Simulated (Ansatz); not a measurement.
# AlF4H4N: two geometries relaxed, part 2 of 2

Are the two ends of the reaction (exchange6) separate minima, and which lies lower? Each is relaxed from a guess. Meant to form: Al1–F6, H5–F8, H7–N2; to break: Al1–N2, H5–F6, H7–F8. The start is a guess near the saddle point, from which both ends are pulled out.

Ansatz 0.2.0; RKS PBE-D4/def2-SVP.

**4. A restrained relaxation towards end B**

Springs on the bonds that form and break draw the guess towards this end; the thresholds are loose.

The input, input.yaml:

```yaml
crystal:
  periodic: [false, false, false]
  atoms:
    - { symbol: Al, position_ang: [-1.1778, 0.1492, -0.8293] }
    - { symbol: "N", position_ang: [0.5071, -1.038, 0.0377] }
    - { symbol: F, position_ang: [-0.9696, 0.3944, -2.4335] }
    - { symbol: F, position_ang: [-2.6071, -0.2671, -0.1527] }
    - { symbol: H, position_ang: [0.6054, 1.5151, 0.9316] }
    - { symbol: F, position_ang: [-0.3522, 1.7608, 0.2535] }
    - { symbol: H, position_ang: [1.1442, -0.1663, 0.8252] }
    - { symbol: F, position_ang: [1.4696, 0.8383, 1.4075] }
    - { symbol: H, position_ang: [1.1697, -1.3701, -0.6485] }
    - { symbol: H, position_ang: [0.2106, -1.8162, 0.6086] }
basis:
  gaussian: { orbitals: def2-SVP }
hamiltonian:
  xc: pbe
  dispersion: d4
relax:
  f_tol: 0.15
  max_steps: 25
  restrain:
    - { distance: [0, 5], at: 1.78, k: 30.0 }
    - { distance: [4, 7], at: 0.88, k: 30.0 }
    - { distance: [6, 1], at: 1.02, k: 30.0 }
    - { distance: [0, 1], at: 3.22, k: 30.0 }
    - { distance: [4, 5], at: 2.18, k: 30.0 }
    - { distance: [6, 7], at: 2.18, k: 30.0 }
```

On the command line:

```sh
ansatz run input.yaml --threads 2 --pin off --max-ram 3072MiB --backend cpu --events-out ev --progress --plain --runs-dir out
```

What it wrote:

```text
Warning: RAYON_NUM_THREADS=2 ignored (pool sized by the plan → 2); use --threads N
The last accepted step is kept in <dir> (removed where the run ends without a failure and the disk answers)
Engine: ansatz 0.2.0, x86_64-unknown-linux-gnu
Functional definition: PBE
  parameter kappa = 0.804
  parameter beta = 0.06672455060314922
  exchange = pbe_x(kappa = kappa, mu = beta*pi^2/3)
  correlation = pbe_c(beta = beta)
1189 factors; their error is unknown
mean field evaluation 1: about -18986.6666 eV, gradient 8.2e1 eV
mean field evaluation 2: about -18956.4371 eV, gradient 1.5e2 eV
mean field evaluation 4: about -18998.0737 eV, gradient 8.4e0 eV
mean field evaluation 8: about -18998.1800 eV, gradient 1.4e-1 eV
mean field evaluation 16: about -18998.1097 eV, gradient 1.1e-4 eV
mean field -18998.10970243 eV, -698.1676541831 hartree, gradient 4.0e-5 eV, S^2 0.000000; 0 other end points of the search recorded, 0 dependent functions left out
the calculation of the forces begins
reference -18998.10974506 eV, -698.1676557496 hartree; 30, 30 occupied and 78, 78 virtual orbitals, 1189 factors
relax step   1: F+E_penalty+E_count = -18998.26200522 eV  Δ(F+E_penalty+E_count) = +0.000e0 eV  max|allowed force component| = 3.612e0 eV/Å  E_restraint = 47.83025377 eV  max|allowed force component, restraints' pulls added| = 3.153e1 eV/Å  Δτ_max = 0.0000 Å  (28 SCF iters, accepted)
  distance Al 0 - F 5 = 2.1098 Å
  distance H 4 - F 7 = 1.1964 Å
  distance H 6 - N 1 = 1.3364 Å
  distance Al 0 - N 1 = 2.2361 Å
  distance H 4 - F 5 = 1.1988 Å
  distance H 6 - F 7 = 1.2059 Å
these checks for a lower state are left out or cut short: starts, cluster_reference, orbital_swaps, neighbouring_geometries, increment
1189 factors; their error is unknown
mean field -18998.39174429 eV, -698.1780190301 hartree, gradient 6.4e-6 eV, S^2 0.000000; 0 other end points of the search recorded, 0 dependent functions left out
the calculation of the forces begins
reference -18998.39178685 eV, -698.1780205942 hartree; 30, 30 occupied and 78, 78 virtual orbitals, 1189 factors
relax step   2: F+E_penalty+E_count = -18998.54484707 eV  Δ(F+E_penalty+E_count) = -2.828e-1 eV  max|allowed force component| = 3.447e0 eV/Å  E_restraint = 20.23419320 eV  max|allowed force component, restraints' pulls added| = 2.060e1 eV/Å  Δτ_max = 0.1948 Å  (34 SCF iters, accepted)
  distance Al 0 - F 5 = 1.9226 Å
  distance H 4 - F 7 = 1.0407 Å
  distance H 6 - N 1 = 1.1178 Å
  distance Al 0 - N 1 = 2.5805 Å
  distance H 4 - F 5 = 1.5131 Å
  distance H 6 - F 7 = 1.5171 Å
these checks for a lower state are left out or cut short: starts, cluster_reference, orbital_swaps, neighbouring_geometries, increment
1189 factors; their error is unknown
mean field evaluation 32: about -18997.8416 eV, gradient 3.2e-5 eV
mean field -18997.84158262 eV, -698.1578009619 hartree, gradient 2.1e-5 eV, S^2 0.000000; 0 other end points of the search recorded, 0 dependent functions left out
the calculation of the forces begins
reference -18997.84162480 eV, -698.1578025117 hartree; 30, 30 occupied and 78, 78 virtual orbitals, 1189 factors
relax step   3: F+E_penalty+E_count = -18997.99601141 eV  Δ(F+E_penalty+E_count) = +5.488e-1 eV  max|allowed force component| = 5.292e0 eV/Å  E_restraint = 4.41141309 eV  max|allowed force component, restraints' pulls added| = 8.983e0 eV/Å  Δτ_max = 0.1950 Å  (32 SCF iters, accepted)
  distance Al 0 - F 5 = 1.7486 Å
  distance H 4 - F 7 = 0.8538 Å
  distance H 6 - N 1 = 0.9404 Å
  distance Al 0 - N 1 = 2.8868 Å
  distance H 4 - F 5 = 1.8956 Å
  distance H 6 - F 7 = 1.8732 Å
these checks for a lower state are left out or cut short: starts, cluster_reference, orbital_swaps, neighbouring_geometries, increment
1189 factors; their error is unknown
mean field -18997.91085272 eV, -698.1603465909 hartree, gradient 5.9e-6 eV, S^2 0.000000; 0 other end points of the search recorded, 0 dependent functions left out
the calculation of the forces begins
reference -18997.91089527 eV, -698.1603481546 hartree; 30, 30 occupied and 78, 78 virtual orbitals, 1189 factors
relax step   4: F+E_penalty+E_count = -18998.05580776 eV  Δ(F+E_penalty+E_count) = -5.980e-2 eV  max|allowed force component| = 1.840e0 eV/Å  E_restraint = 0.57643344 eV  max|allowed force component, restraints' pulls added| = 2.819e0 eV/Å  Δτ_max = 0.1993 Å  (29 SCF iters, accepted)
  distance Al 0 - F 5 = 1.7121 Å
  distance H 4 - F 7 = 0.9238 Å
  distance H 6 - N 1 = 0.9768 Å
  distance Al 0 - N 1 = 3.1022 Å
  distance H 4 - F 5 = 2.0942 Å
  distance H 6 - F 7 = 2.0862 Å
these checks for a lower state are left out or cut short: starts, cluster_reference, orbital_swaps, neighbouring_geometries, increment
1189 factors; their error is unknown
mean field -18997.97072396 eV, -698.1625468185 hartree, gradient 6.4e-6 eV, S^2 0.000000; 0 other end points of the search recorded, 0 dependent functions left out
the calculation of the forces begins
reference -18997.97076785 eV, -698.1625484313 hartree; 30, 30 occupied and 78, 78 virtual orbitals, 1189 factors
relax step   5: F+E_penalty+E_count = -18998.10779872 eV  Δ(F+E_penalty+E_count) = -5.199e-2 eV  max|allowed force component| = 1.473e0 eV/Å  E_restraint = 0.09585739 eV  max|allowed force component, restraints' pulls added| = 6.267e-1 eV/Å  Δτ_max = 0.1958 Å  (29 SCF iters, accepted)
  distance Al 0 - F 5 = 1.7382 Å
  distance H 4 - F 7 = 0.9246 Å
  distance H 6 - N 1 = 1.0138 Å
  distance Al 0 - N 1 = 3.1712 Å
  distance H 4 - F 5 = 2.1648 Å
  distance H 6 - F 7 = 2.1803 Å
these checks for a lower state are left out or cut short: starts, cluster_reference, orbital_swaps, neighbouring_geometries, increment
1189 factors; their error is unknown
mean field -18998.09389247 eV, -698.1670731775 hartree, gradient 2.1e-5 eV, S^2 0.000000; 0 other end points of the search recorded, 0 dependent functions left out
the calculation of the forces begins
reference -18998.09393767 eV, -698.1670748389 hartree; 30, 30 occupied and 78, 78 virtual orbitals, 1189 factors
relax step   6: F+E_penalty+E_count = -18998.22994897 eV  Δ(F+E_penalty+E_count) = -1.222e-1 eV  max|allowed force component| = 1.295e0 eV/Å  E_restraint = 0.07928732 eV  max|allowed force component, restraints' pulls added| = 4.184e-1 eV/Å  Δτ_max = 0.2000 Å  (32 SCF iters, accepted)
  distance Al 0 - F 5 = 1.7307 Å
  distance H 4 - F 7 = 0.9220 Å
  distance H 6 - N 1 = 1.0253 Å
  distance Al 0 - N 1 = 3.1892 Å
  distance H 4 - F 5 = 2.1698 Å
  distance H 6 - F 7 = 2.1760 Å
these checks for a lower state are left out or cut short: starts, cluster_reference, orbital_swaps, neighbouring_geometries, increment
1189 factors; their error is unknown
mean field evaluation 64: about -18998.1110 eV, gradient 9.1e-6 eV
mean field -18998.11098471 eV, -698.1677013060 hartree, gradient 9.1e-6 eV, S^2 0.000000; 0 other end points of the search recorded, 0 dependent functions left out
the calculation of the forces begins
reference -18998.11103006 eV, -698.1677029725 hartree; 30, 30 occupied and 78, 78 virtual orbitals, 1189 factors
relax step   7: F+E_penalty+E_count = -18998.24653453 eV  Δ(F+E_penalty+E_count) = -1.659e-2 eV  max|allowed force component| = 1.336e0 eV/Å  E_restraint = 0.06877609 eV  max|allowed force component, restraints' pulls added| = 1.165e-1 eV/Å  Δτ_max = 0.1136 Å  (29 SCF iters, accepted)
  distance Al 0 - F 5 = 1.7364 Å
  distance H 4 - F 7 = 0.9189 Å
  distance H 6 - N 1 = 1.0248 Å
  distance Al 0 - N 1 = 3.1878 Å
  distance H 4 - F 5 = 2.1705 Å
  distance H 6 - F 7 = 2.1758 Å
1189 factors; their error is unknown
mean field -18998.11098471 eV, -698.1677013060 hartree, gradient 1.0e-5 eV, S^2 0.000000; 1 other end points of the search recorded, 0 dependent functions left out
the calculation of the forces begins
reference -18998.11103006 eV, -698.1677029725 hartree; 30, 30 occupied and 78, 78 virtual orbitals, 1189 factors
Total energy: -18998.24657988 eV, -698.1726843367 hartree
Atom 0 at    -1.544450     0.608751    -0.954064 Å, force     1.335543     0.508655     1.087667 eV/Å
Atom 1 at     0.758744    -1.309904     0.130383 Å, force    -0.784003     0.462696    -0.428225 eV/Å
Atom 2 at    -1.189361     0.507236    -2.572368 Å, force    -0.000129    -0.012754    -0.042501 eV/Å
Atom 3 at    -2.849865    -0.173795    -0.291808 Å, force    -0.029558    -0.032214     0.014473 eV/Å
Atom 4 at     0.917599     1.694081     1.232303 Å, force    -1.147776     0.543145    -0.723494 eV/Å
Atom 5 at    -0.824396     1.901613    -0.045705 Å, force    -0.340162    -1.054132    -0.541387 eV/Å
Atom 6 at     1.295208    -0.702827     0.757912 Å, force     0.088172     0.249487     0.148141 eV/Å
Atom 7 at     1.616980     1.259715     1.640482 Å, force     0.884142    -0.639636     0.489896 eV/Å
Atom 8 at     1.403875    -1.679462    -0.576693 Å, force     0.001911     0.001283    -0.025110 eV/Å
Atom 9 at     0.415566    -2.105308     0.679658 Å, force    -0.008140    -0.026530     0.020539 eV/Å
Dipole moment:     0.260962    -0.360305     0.078223 e Å
```

Wall time 11 s (2 threads of Intel Xeon Platinum 8375C at 2.90GHz (Ice Lake), shared host); peak memory 0.16 GiB.

Relaxation path:

```tsv
step	energy from step 1 (eV)	largest force component (eV/Å)
1	0.0000	3.6122
2	-0.2828	3.4469
3	0.2660	5.2919
4	0.2062	1.8403
5	0.1542	1.4726
6	0.0321	1.2954
7	0.0155	1.3355
```

Step 1 is the start. Energies and forces in the table leave out the springs, which the log lists apart; the run stops on the force with the springs' pull added.

After: Bond lengths: Al1–F3 1.660 Å, Al1–F4 1.660 Å, Al1–F6 1.736 Å, N2–H7 1.025 Å, H5–F8 0.919 Å, N2–H9 1.026 Å, N2–H10 1.026 Å. Angles: F3–Al1–F4 121.9°, F3–Al1–F6 117.8°, F4–Al1–F6 117.9°, H7–N2–H9 107.8°, H7–N2–H10 107.9°, H9–N2–H10 107.5°.

Pairs that crossed the distance rule for bonds on the way: came closer N2–H7, H5–F8; moved apart Al1–N2.

**5. Relaxing end B**

It starts where the restrained run ended.

The input, input.yaml:

```yaml
crystal:
  periodic: [false, false, false]
  atoms:
    - { symbol: Al, position_ang: [-1.54445, 0.608751, -0.954064] }
    - { symbol: "N", position_ang: [0.758744, -1.309904, 0.130383] }
    - { symbol: F, position_ang: [-1.189361, 0.507236, -2.572368] }
    - { symbol: F, position_ang: [-2.849865, -0.173795, -0.291808] }
    - { symbol: H, position_ang: [0.917599, 1.694081, 1.232303] }
    - { symbol: F, position_ang: [-0.824396, 1.901613, -0.045705] }
    - { symbol: H, position_ang: [1.295208, -0.702827, 0.757912] }
    - { symbol: F, position_ang: [1.61698, 1.259715, 1.640482] }
    - { symbol: H, position_ang: [1.403875, -1.679462, -0.576693] }
    - { symbol: H, position_ang: [0.415566, -2.105308, 0.679658] }
basis:
  gaussian: { orbitals: def2-SVP }
hamiltonian:
  xc: pbe
  dispersion: d4
relax:
  f_tol: 0.03
  max_steps: 50
output:
  orbitals: {}
```

On the command line:

```sh
ansatz run input.yaml --threads 2 --pin off --max-ram 3072MiB --backend cpu --events-out ev --progress --plain --runs-dir out
```

What it wrote (excerpt; [...] marks lines left out):

```text
Warning: RAYON_NUM_THREADS=2 ignored (pool sized by the plan → 2); use --threads N
[...]
Functional definition: PBE
[...]
1189 factors; their error is unknown
[...]
mean field -18998.11094945 eV, -698.1677000102 hartree, gradient 4.4e-5 eV, S^2 0.000000; 0 other end points of the search recorded, 0 dependent functions left out
[...]
reference -18998.11099456 eV, -698.1677016681 hartree; 30, 30 occupied and 78, 78 virtual orbitals, 1189 factors
relax step   1: F+E_penalty+E_count = -18998.24649928 eV  Δ(F+E_penalty+E_count) = +0.000e0 eV  max|allowed force component| = 1.335e0 eV/Å  Δτ_max = 0.0000 Å  (27 SCF iters, accepted)
[...]
relax step   3: F+E_penalty+E_count = -18999.01166745 eV  Δ(F+E_penalty+E_count) = -4.454e-1 eV  max|allowed force component| = 6.571e-1 eV/Å  Δτ_max = 0.1963 Å  (28 SCF iters, accepted)
[...]
Total energy: -19000.00737901 eV, -698.2373925112 hartree
Atom 0 at    -1.001318     0.247854    -0.667959 Å, force    -0.002771    -0.001113    -0.001320 eV/Å
Atom 1 at     0.425177    -0.962571     0.006341 Å, force     0.025608     0.010466     0.022922 eV/Å
Atom 2 at    -0.750259     0.298930    -2.325212 Å, force    -0.001999    -0.004402    -0.003079 eV/Å
Atom 3 at    -2.419699    -0.409078    -0.060634 Å, force    -0.001634    -0.004096    -0.003762 eV/Å
Atom 4 at     0.704904     1.517600     1.012101 Å, force     0.008121     0.014214     0.010904 eV/Å
Atom 5 at    -0.518833     1.696588     0.140325 Å, force    -0.013520     0.011132    -0.005884 eV/Å
Atom 6 at     1.026048    -0.380907     0.645420 Å, force     0.000934    -0.008943    -0.004069 eV/Å
Atom 7 at     1.461733     1.086222     1.450421 Å, force     0.006136    -0.002392     0.002962 eV/Å
Atom 8 at     1.019680    -1.337642    -0.746614 Å, force    -0.021654    -0.011933     0.007015 eV/Å
Atom 9 at     0.052467    -1.756896     0.545911 Å, force     0.000779    -0.002934    -0.025688 eV/Å
Dipole moment:     0.564621    -0.701430     0.191269 e Å
```

It took 15 s on 2 threads of Intel Xeon Platinum 8375C at 2.90GHz (Ice Lake), shared host; peak memory 0.17 GiB.

Step by step:

```tsv
step	energy from step 1 (eV)	largest force component (eV/Å)
1	0.0000	1.3355
2	-0.3198	0.8065
3	-0.7652	0.6571
4	-1.3347	0.7830
5	-1.5811	1.6493
6	-1.7000	0.4500
7	-1.7488	0.1884
8	-1.7575	0.1080
9	-1.7608	0.0257
```

Step 1 is the start.

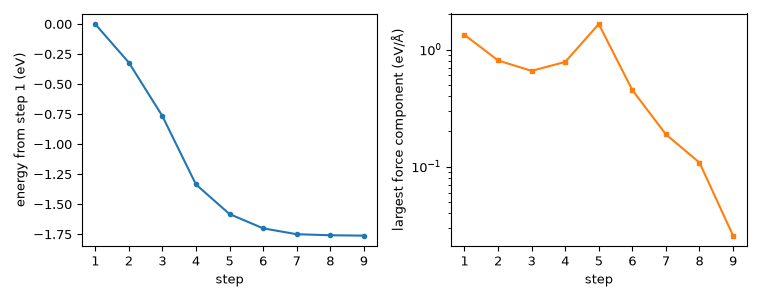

Energy and largest force along the relaxation.

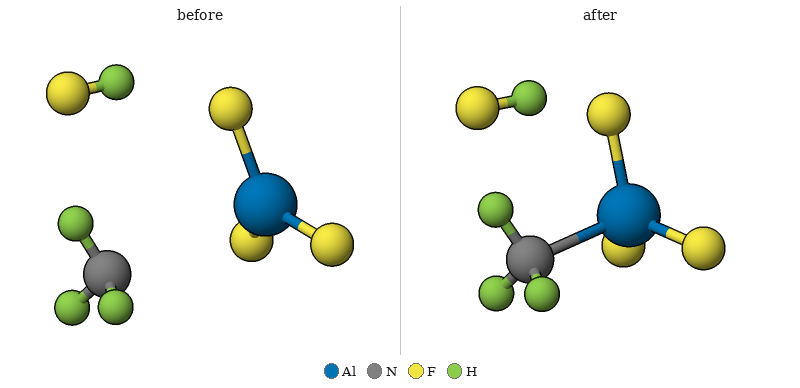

Before and after, at one scale.

After: Bond lengths: Al1–N2 1.989 Å, Al1–F3 1.677 Å, Al1–F4 1.677 Å, Al1–F6 1.728 Å, N2–H7 1.053 Å, H5–F8 0.975 Å, N2–H9 1.030 Å, N2–H10 1.030 Å. Angles: Al1–N2–H7 106.2°, Al1–N2–H9 112.8°, Al1–N2–H10 112.8°, H7–N2–H9 108.4°, H7–N2–H10 108.3°, H9–N2–H10 108.1°, N2–Al1–F3 104.3°, N2–Al1–F4 104.2°, N2–Al1–F6 98.7°, F3–Al1–F4 119.8°, F3–Al1–F6 113.3°, F4–Al1–F6 113.3°.

Pairs that crossed the distance rule for bonds on the way: came closer Al1–N2.

**6. Outcome**

What follows sums up all 2 parts.

```
                           quantity                     value
                              end A  12 moves, 2.911 eV lower
                              end B   8 moves, 1.761 eV lower
largest difference between the ends                    0.01 Å
            end B relative to end A                 +0.000 eV
```

What this shows: The two relaxations end at one structure, within 0.01 Å: no second minimum was found from this start, which doesn't rule one out.
